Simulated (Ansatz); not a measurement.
Fluorite PbF2 (high-temperature phase) was calculated with r²SCANh (Ansatz, a program for electronic structure, PAW).

Run with plane-wave cutoff 520 eV, 8×8×8 k mesh, Fermi–Dirac smearing 0.01 eV, scalar-relativistic PAW data made under PBE.

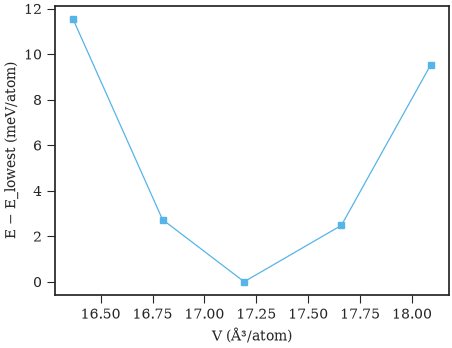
Total energy against volume

From the curve, estimate the equilibrium volume and the bulk modulus.

V0 ≈ 17.2 Å³/atom and B0 ≈ 78 GPa; the fit gives V0 = 17.229 Å³/atom, B0 = 78.0 GPa, B′ = 4.6.

Measured, for comparison: bulk modulus 64 GPa, equilibrium volume per atom 17.46 Å³/atom (temperature not stated, no zero-point or thermal correction; as tabulated in Cadelano and Cappellini (2011), arXiv:1107.5962). Computed (rounded) less measured: bulk modulus +22 %, equilibrium volume per atom -1.3 %. A static lattice is as a rule a little smaller and stiffer than an uncorrected measurement, which narrows the difference in the equilibrium volume per atom and would widen misses of the other sign.

Spin–orbit coupling is not included; it can shift volumes and moduli of such heavy elements.

Computing time: around 9 core-minutes (rough).
